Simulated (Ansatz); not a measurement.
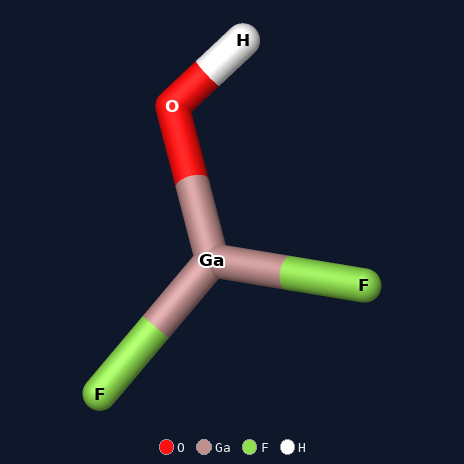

State: charge +1, doublet. Geometry: the geometry of the neutral molecule. Properties computed with UHF-CCSD(T), frozen core/def2-TZVPP (Ansatz 0.2.0).

What does the calculation give?

The species is F2GaHO(+).
- ⟨S²⟩ of the determinant: 0.757
- T1 diagnostic: 0.018
